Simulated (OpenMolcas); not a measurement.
# Ta²⁺ among point charges: CASSCF levels and susceptibility

Aim: the splitting of the states of Ta²⁺ in the field of 6 point charges, its lowest levels with spin-orbit coupling and its magnetic susceptibility.

The numbers are computed with OpenMolcas 26.06 (state-averaged CASSCF, spin-orbit coupling by RASSI with atomic mean-field integrals), except any that are marked as measured or tabulated.

1 further run of the same task is left out (it didn't finish).

## 1. The atom as given

```
Species                           : Ta²⁺ (tantalum, Z = 73, 71 electrons)
Basis                             : ANO-RCC-VDZP [7s6p4d2f1g], 68 functions
Scalar Hamiltonian                : DKH2, point nucleus
Inactive shells                   : 1s 2s 2p 3s 3p 3d 4s 4p 4d 4f 5s 5p
Active space                      : 3 electrons in 5 orbitals (5d)
Some configurations of this space : 5d³
Orbitals                          : optimised for each spin and parity, averaged over all roots
```

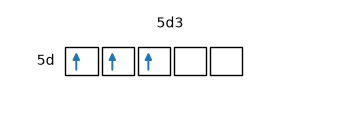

Occupation of the outer shells (arrows by Hund's rule).

The ion sits among 6 point charges of -1.36 e arranged as a trigonal antiprism (D3d), 1.98 Å from the ion, with a polar angle of 47.1° against the regular 54.74°. The active orbitals were held to one l.

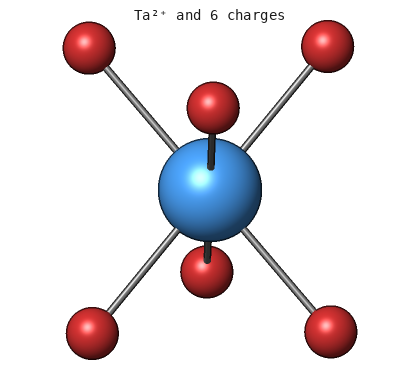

The ion and the point charges (red).

The work runs as a chain of OpenMolcas steps in one folder; each step below is one input file. Labels, J, g values, rates, χT and fits are worked out afterwards by a script from the matrices that RASSI stores. The input lists half of the charges; inversion (Group=XYZ) makes the rest.

## 2. One- and two-electron integrals

Input file a.inp:

```
&GATEWAY
Coord
1

Ta 0.0 0.0 0.0
Basis=ANO-RCC-VDZP
Group=XYZ
NoMove
AngMom=0.0 0.0 0.0
AMFI
XField
3 Angstrom 0
0.000000 1.449791 1.348520 -1.360000
1.255556 -0.724895 1.348520 -1.360000
1.255556 0.724895 -1.348520 -1.360000
&SEWARD
```

Run with:

```sh
$ OMP_NUM_THREADS=1 MOLCAS_MEM=1689 MOLCAS_PROJECT=a pymolcas a.inp > a.log
```

## 3. CASSCF: quartets of even parity, 10 roots

Input file a.inp:

```
&RASSCF
FileOrb=start.orb
Symmetry=1
Spin=4
nActEl=3 0 0
Inactive=15 19
Ras2=5 0
CIRoot=10 10 1
SDav=10
CIMx=300
Iter=120 100
PrWF=0.3
OrbListing=Nothing
MaxOrb=0
SupSym
1
20 4 5 6 7 8 10 11 12 13 14 16 17 18 19 20 23 24 25 26 27
0
>>> COPY $Project.JobIph JOB001
```

start.orb holds the contracted functions of the basis, ordered by shell, or the orbitals of the step before.

## 4. Reference wave functions, doublets of even parity, 40 roots

Input file a.inp:

```
&RASSCF
FileOrb=start.orb
Symmetry=1
Spin=2
nActEl=3 0 0
Inactive=15 19
Ras2=5 0
CIRoot=40 40 1
SDav=40
CIMx=300
Iter=120 100
PrWF=0.3
OrbListing=Nothing
MaxOrb=0
SupSym
1
20 4 5 6 7 8 10 11 12 13 14 16 17 18 19 20 23 24 25 26 27
0
>>> COPY $Project.JobIph JOB002
```

## 5. State interaction with spin-orbit coupling

Input file a.inp:

```
&RASSI
NrOfJobIphs=2 10 40
1 2 3 4 5 6 7 8 9 10
1 2 3 4 5 6 7 8 9 10 11 12 13 14 15 16 17 18 19 20 21 22 23 24 25 26 27
28 29 30 31 32 33 34 35 36 37 38 39 40
IphNames
JOB001
JOB002
EJob
SpinOrbit
DIPRint=1.0
SOCoupling=1000.0
Subsets=2
Property=9
'ANGMOM' 1 'ANGMOM' 2 'ANGMOM' 3 'MLTPL  1' 1 'MLTPL  1' 2 'MLTPL  1' 3
'AMFI' 1 'AMFI' 2 'AMFI' 3
SOProperty=3
'ANGMOM' 1 'ANGMOM' 2 'ANGMOM' 3
```

**Question.** What will these runs give? Wanted: spin-free ground state; first state of the same spin within the active space; lowest level; next level.

**Answer**, as computed:

| quantity | value |
| --- | --- |
| method | CASSCF |
| spin-free ground state | 4A2, 1-fold in its orbital part |
| first state of the same spin within the active space | 4E at 16500 cm⁻¹ |
| lowest level | 2-fold E1/2, g = 1.78, 3.08, 3.08 |
| next level | 348.0 cm⁻¹ |
| χT at 300 K | 1.17 cm³ K/mol |
| effective moment at 300 K | 3.06 μB |

What this shows: The spin-free ground state (4A2) comes to 94 % from free-ion F terms and keeps the highest spin of the shell. χT at 300 K is 1.17, against 1.88 cm³ K/mol for the spin alone, so spin-orbit coupling lowers it. The field of point charges can differ much from that of real complexes. Point charges carry no covalency, so the field is a model and not that of real ligands.
